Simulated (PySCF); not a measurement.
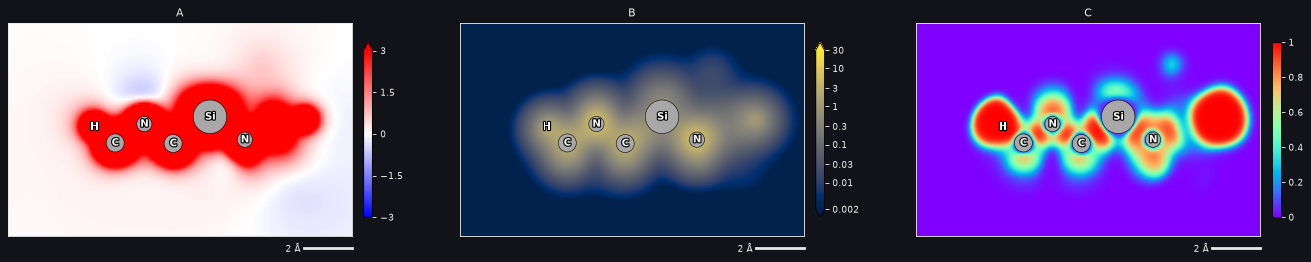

C$_{4}$H$_{14}$N$_{2}$SSi$_{2}$: 3 fields on the plane of atoms C1, N2 and C3, with unlabelled colour scales. Grey discs cover the atomic cores.

Geometry: GFN2-xTB.

Method: PBE0/pcSseg-1, SCF density, gas phase, non-relativistic (PySCF).

Which field does each panel show? The fields are: electron density, electron localisation function and electrostatic potential.

Answer. Panel A: electrostatic potential (strongly positive close to the atoms and fading to about zero outside). Panel B: electron density. Panel C: electron localisation function. From the grid: C–N (1.45 Å): the density is about 1.9 e/Å³ at the midpoint; the ELF peaks at about 0.95 between the atoms (a shared electron pair). Si–N (1.74 Å): ρ at the midpoint is about 1 e/Å³; the ELF peaks at about 0.90 between the atoms; a shared but strongly polarised pair.
